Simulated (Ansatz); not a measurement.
The cell below is TiO$_{2}$ (I4_1/amd). Source of the atomic positions: coordinates from a relaxation at fixed volume with DFT PBE+U, scalar-relativistic, plane waves, PAW (Ansatz).

```cif
data_structure
_symmetry_space_group_name_H-M 'I4_1/amd:1'
_symmetry_Int_Tables_number 141
_cell_length_a 3.7583
_cell_length_b 3.7583
_cell_length_c 9.1801
_cell_angle_alpha 90.000
_cell_angle_beta 90.000
_cell_angle_gamma 90.000
_cell_volume 129.67
loop_
_atom_site_label
_atom_site_type_symbol
_atom_site_symmetry_multiplicity
_atom_site_Wyckoff_symbol
_atom_site_fract_x
_atom_site_fract_y
_atom_site_fract_z
_atom_site_occupancy
Ti1 Ti 4 a 0.00000 0.00000 0.00000 1
O1 O 8 e 0.00000 0.00000 0.21324 1
```

Hard-sphere model; Shannon crystal radii (six-coordinate where tabulated): Ti 0.74 Å, O 1.26 Å.

Q: Find the largest hole by geometry, and further ones that a grid search gives (radius above 0.15 Å; smaller ones may be missed, and maxima closer than 0.25 Å are merged).

A:
```json
{"hole": "V1", "site": "16h", "x, y, z": "0.432, 0.000, 0.328", "radius (Å)": "0.67", "nearest atoms": "4 O (then 1 O)", "shape": "4-coordinate"}
{"hole": "V2", "site": "4b", "x, y, z": "0.000, 0.000, 0.500", "radius (Å)": "0.65", "nearest atoms": "4 O", "shape": "4-coordinate"}
```

Nearest atoms are those whose sphere lies within 0.15 Å of the hole's sphere; in brackets, those within 0.5 Å. The largest sphere that fits anywhere has a diameter of 1.35 Å; the largest that can travel through the crystal, about 1.1 Å.

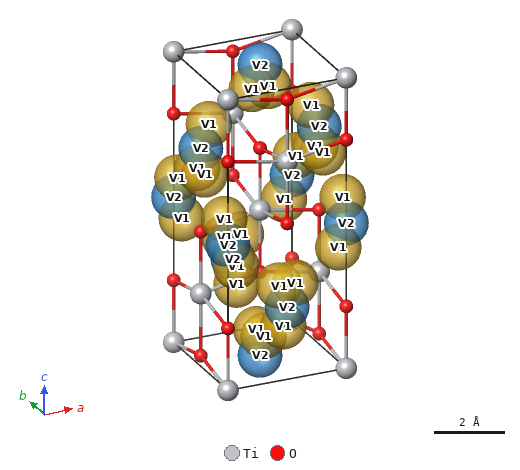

Translucent spheres (V1, V2) fill the 2 holes listed first by a grid search for holes with a radius above 0.15 Å (the largest is sure; smaller ones may be missed, and maxima closer than 0.25 Å are merged) at their true size; atoms are drawn smaller than their model radii. View from a free direction.
